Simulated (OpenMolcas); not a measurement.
# One shape, several levels: GaNH2F2 (SMILES [NH2][Ga]([F])[F])

Aim: a comparison of 6 runs (HF/3-21G, HF/cc-pVDZ, M06-L/cc-pVDZ, PBE0/cc-pVDZ, TPSS/cc-pVDZ, revPBE/cc-pVDZ) of GaNH2F2. 

Program for the calculation: OpenMolcas 26.06.

## Step 1: The system as given

GaNH2F2: 6 atoms, total charge 0, spin state singlet. As SMILES, `[NH2][Ga]([F])[F]`. The shape is that of a PBE0-D4/def2-TZVP optimisation.

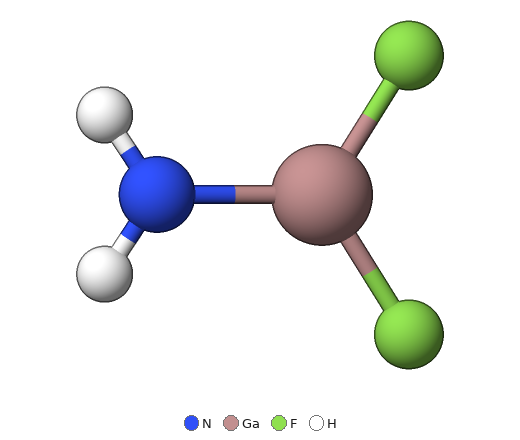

The structure, seen from a chosen angle (nitrogen blue, gallium pink, fluorine green, hydrogen white).

## Step 2: Energy and forces at HF/3-21G (run 1)

calc.inp

```
&GATEWAY
 BASLIB=$CurrDir
 COORD
 6
 angstrom
 N       -0.297500       0.963700      -0.172700
 Ga       0.284200      -0.715300       0.042000
 F        1.685000      -1.101600       0.997700
 F       -0.455300      -2.067700      -0.763400
 H        0.025100       1.704800       0.425700
 H       -1.199500       1.152100      -0.575400
 BASIS=3-21G
 GROUP=NoSym

&SEWARD

&SCF
 THRESHOLDS=1e-10 1e-07 1e-07 1e-05
 PRORBITALS=0

&ALASKA
```

The basis set 3-21G is read from a file made from the Basis Set Exchange's data (not shown).

Started as:

```
export MOLCAS_MEM=1860
pymolcas calc.inp > calc.log
```

Output:

```text
--- Start Module: gateway ---
[...]
--- Stop Module: gateway /rc=_RC_ALL_IS_WELL_ ---
[...]
      Basis functions           53
[...]
--- Start Module: scf ---
[...]
       Convergence after  15 Iterations
[...]
::    Total SCF energy                              -2167.1148627860
[...]
      Total spin, S                                     0.0000000000
[...]
      Total electronic charge=   58.000000
      Total            charge=   -0.000000
[...]
      Dipole Moment (debye):
      Origin of the operator (angstrom)=    0.3058   -0.7576    0.0389
                   X= -1.7178E+00               Y=  3.0425E+00               Z=  4.2231E-01           Total=  3.5194E+00
      Quadrupole Moment (debye*angstrom):
[...]
--- Stop Module: scf /rc=_RC_ALL_IS_WELL_ ---
[...]
--- Start Module: alaska ---
[...]
 *              Molecular gradients               *
 **************************************************
  Irreducible representation: a
 ------------------------------------------------------------------------------------------
                              X                       Y                       Z
 ------------------------------------------------------------------------------------------
  N1                3.00023597361054E-03    1.79817712026100E-02   -1.36673671857510E-02
  GA2              -1.01756916707809E-02    1.60232501436468E-02    3.53408724277360E-03
  F3                2.52411095495653E-02   -6.11129034224067E-03    1.64887973713057E-02
  F4               -1.30656381349770E-02   -2.33629413318255E-02   -1.50510040916263E-02
  H5                8.51079277089051E-04   -7.25498377845746E-04    7.07523152641443E-03
  H6               -5.85109499445391E-03   -3.80529129435736E-03    1.62025513687070E-03
 ------------------------------------------------------------------------------------------
[...]
```

Run time: 4.5 s. Hardware: 1 thread of Arm Neoverse N1, shared host; peak memory 0.38 GiB.

## Step 3: Energy and gradient at HF/cc-pVDZ (run 2)

struct.xyz

```xyz
6

N     -0.297500     0.963700    -0.172700
Ga     0.284200    -0.715300     0.042000
F      1.685000    -1.101600     0.997700
F     -0.455300    -2.067700    -0.763400
H      0.025100     1.704800     0.425700
H     -1.199500     1.152100    -0.575400
```

run.inp

```
&GATEWAY
  BasLib=$CurrDir
  Coord=struct.xyz
  Basis=cc-pVDZ
  Group=NoSym

&SEWARD

&SCF
  Thresholds=1e-10 1e-07 1e-07 1e-05
  PrOrbitals=1 2

&ALASKA
```

The basis set cc-pVDZ is read from a file made from the Basis Set Exchange's data (not shown).

Started as:

```
export MOLCAS_MEM=1860
pymolcas run.inp > run.log
```

Output:

```text
--- Start Module: gateway ---
[...]
--- Stop Module: gateway /rc=_RC_ALL_IS_WELL_ ---
[...]
      Basis functions           79
[...]
--- Start Module: scf ---
[...]
       Convergence after  14 Iterations
[...]
::    Total SCF energy                              -2177.8253555983
[...]
      Total spin, S                                     0.0000000000
[...]
      Total electronic charge=   58.000000
      Total            charge=   -0.000000
[...]
      Dipole Moment (debye):
      Origin of the operator (angstrom)=    0.3058   -0.7576    0.0389
                   X= -1.5927E+00               Y=  3.1616E+00               Z=  2.0365E-01           Total=  3.5460E+00
      Quadrupole Moment (debye*angstrom):
[...]
--- Stop Module: scf /rc=_RC_ALL_IS_WELL_ ---
[...]
--- Start Module: alaska ---
[...]
 *              Molecular gradients               *
 **************************************************
  Irreducible representation: a
 ------------------------------------------------------------------------------------------
                              X                       Y                       Z
 ------------------------------------------------------------------------------------------
  N1                2.16507776622610E-03   -2.56256556786383E-03   -1.31015324639527E-03
  GA2              -1.19469665750893E-03    1.03582635530852E-03    8.04863143188062E-04
  F3               -1.08535537671273E-03    9.40636512876125E-05   -1.15740784452356E-03
  F4                1.07262748645098E-03    1.09933460540290E-03    5.89011527306837E-04
  H5                2.89847824851663E-03    1.71698088940975E-03    3.27837399579556E-03
  H6               -3.85613146707620E-03   -1.38363993334201E-03   -2.20468757526637E-03
 ------------------------------------------------------------------------------------------
[...]
```

Wall time 12 s (1 thread of Arm Neoverse N1, shared host); peak memory 0.44 GiB.

## Step 4: Energy and forces at M06-L/cc-pVDZ (run 3)

job.input

```
>>> EXPORT MOLCAS_PRINT=2

&gateway
  baslib
  $CurrDir
  coord
  6
  angstrom
  N       -0.297500       0.963700      -0.172700
  Ga       0.284200      -0.715300       0.042000
  F        1.685000      -1.101600       0.997700
  F       -0.455300      -2.067700      -0.763400
  H        0.025100       1.704800       0.425700
  H       -1.199500       1.152100      -0.575400
  basis
  cc-pVDZ
  group
  NoSym

&seward
  gridinput
  Grid=UltraFine
  End of Grid

&scf
  ksdft
  M06L
  thresholds
  1e-10 1e-07 1e-07 1e-05
  prorbitals
  1 1

&alaska
```

The basis set cc-pVDZ is read from a file made from the Basis Set Exchange's data (not shown).

Started as:

```
export MOLCAS_MEM=1860
pymolcas job.input > job.log
```

Output:

```text
--- Start Module: gateway ---
[...]
--- Stop Module: gateway /rc=_RC_ALL_IS_WELL_ ---
[...]
      Basis functions           79
[...]
--- Start Module: scf ---
[...]
       Convergence after  16 Iterations
[...]
::    Total KS-DFT energy                           -2180.4924674012
[...]
      Total spin, S                                     0.0000000000
[...]
      Total electronic charge=   58.000000
      Total            charge=   -0.000000
[...]
      Dipole Moment (debye):
      Origin of the operator (angstrom)=    0.3058   -0.7576    0.0389
                   X= -1.4568E+00               Y=  2.9933E+00               Z=  1.3038E-01           Total=  3.3315E+00
      Quadrupole Moment (debye*angstrom):
[...]
--- Stop Module: scf /rc=_RC_ALL_IS_WELL_ ---
[...]
--- Start Module: alaska ---
[...]
 *              Molecular gradients               *
 **************************************************
  Irreducible representation: a
 ------------------------------------------------------------------------------------------
                              X                       Y                       Z
 ------------------------------------------------------------------------------------------
  N1               -4.02010560825428E-03    1.70021289770972E-03    3.89980906020959E-03
  GA2               4.01436487596873E-03   -8.05982908484548E-03   -5.42423366833855E-04
  F3               -1.16370013566964E-02    2.69038766965046E-03   -7.67576567373496E-03
  F4                6.19869962825348E-03    1.07739091302328E-02    6.97244784875295E-03
  H5               -4.31308885413095E-04   -4.95121522736586E-03   -3.92350921204532E-03
  H6                5.87535134605144E-03   -2.15346538545713E-03    1.26944134352502E-03
 ------------------------------------------------------------------------------------------
[...]
```

Wall time 59 s (1 thread of Arm Neoverse N1, shared host); peak memory 0.44 GiB.

Runs 4 to 5 aren't shown in full; the table further down has their settings and results.

## Step 5: Energy and gradient at revPBE/cc-pVDZ (run 6)

calc.input

```
* F2GaH2N Kohn-Sham DFT
>>> EXPORT MOLCAS_PRINT=2

&GATEWAY
  BasLib=$CurrDir
  Coord
  6
  angstrom
  N       -0.297500       0.963700      -0.172700
  Ga       0.284200      -0.715300       0.042000
  F        1.685000      -1.101600       0.997700
  F       -0.455300      -2.067700      -0.763400
  H        0.025100       1.704800       0.425700
  H       -1.199500       1.152100      -0.575400
  Basis=cc-pVDZ
  Group=NoSym

&SEWARD
  GridInput
  Grid=UltraFine
  End of Grid

&SCF
  KSDFT=revPBE
  Thresholds=1e-10 1e-07 1e-07 1e-05
  PrOrbitals=1

&ALASKA
```

The basis set cc-pVDZ is read from a file made from the Basis Set Exchange's data (not shown).

Started as:

```
export MOLCAS_MEM=1860
pymolcas calc.input > calc.log
```

Output:

```text
--- Start Module: gateway ---
[...]
--- Stop Module: gateway /rc=_RC_ALL_IS_WELL_ ---
[...]
      Basis functions           79
[...]
--- Start Module: scf ---
[...]
       Convergence after  20 Iterations
[...]
::    Total KS-DFT energy                           -2180.3375694191
[...]
      Total spin, S                                     0.0000000000
[...]
      Total electronic charge=   58.000000
      Total            charge=   -0.000000
[...]
      Dipole Moment (debye):
      Origin of the operator (angstrom)=    0.3058   -0.7576    0.0389
                   X= -1.4122E+00               Y=  2.9422E+00               Z=  1.0409E-01           Total=  3.2652E+00
      Quadrupole Moment (debye*angstrom):
[...]
--- Stop Module: scf /rc=_RC_ALL_IS_WELL_ ---
[...]
--- Start Module: alaska ---
[...]
 *              Molecular gradients               *
 **************************************************
  Irreducible representation: a
 ------------------------------------------------------------------------------------------
                              X                       Y                       Z
 ------------------------------------------------------------------------------------------
  N1               -4.66223610347605E-03   -9.47321675798918E-04    6.14810621204054E-03
  GA2               5.04876028284107E-03   -9.87890916911383E-03   -8.03754047320471E-04
  F3               -2.02830436697390E-02    4.89494242685673E-03   -1.35604500219415E-02
  F4                1.08374766899271E-02    1.89685651194438E-02    1.20164603390212E-02
  H5               -3.92435043076556E-03   -1.03097382764359E-02   -8.83092594625490E-03
  H6                1.29833932310053E-02   -2.72753842499096E-03    5.03056346438990E-03
 ------------------------------------------------------------------------------------------
[...]
```

It took 50 s on 1 thread of Arm Neoverse N1, shared host; peak memory 0.44 GiB.

## Step 6: The series

```tsv
run	level	integration grid	energy (Eh)	dipole moment (D)	HOMO energy (eV)	LUMO energy (eV)	wall time
1	HF/3-21G	–	-2167.114863	3.52	-11.45	2.48	4.5 s
2	HF/cc-pVDZ	–	-2177.825356	3.55	-11.82	2.42	12 s
3	M06-L/cc-pVDZ	UltraFine	-2180.492467	3.33	-6.84	-1.50	59 s
4	PBE0/cc-pVDZ	UltraFine	-2180.064443	3.40	-8.09	-0.95	39 s
5	TPSS/cc-pVDZ	UltraFine	-2180.580610	3.29	-6.62	-1.75	60 s
6	revPBE/cc-pVDZ	UltraFine	-2180.337569	3.27	-6.48	-1.79	50 s
```

## Step 7: What came out

| quantity | value |
| --- | --- |
| run 6: total energy | -2180.33757 Eh |
| run 6: dipole moment | 3.27 D |
| run 6: HOMO energy | -6.48 eV |
| run 6: LUMO energy | -1.79 eV |
| run 6: HOMO–LUMO gap | 4.69 eV |
| run 6: largest force on an atom | 1.282 eV/Å |

**Reading.** The dipole moment (its size) runs from 3.27 D (revPBE/cc-pVDZ) to 3.55 D (HF/cc-pVDZ). The HOMO–LUMO gap runs from 4.69 eV (revPBE/cc-pVDZ) to 14.24 eV (HF/cc-pVDZ). Exact exchange widens orbital gaps. Totals of different functionals can't be ranked against each other. All runs together took 3.7 min, the longest 60 s.
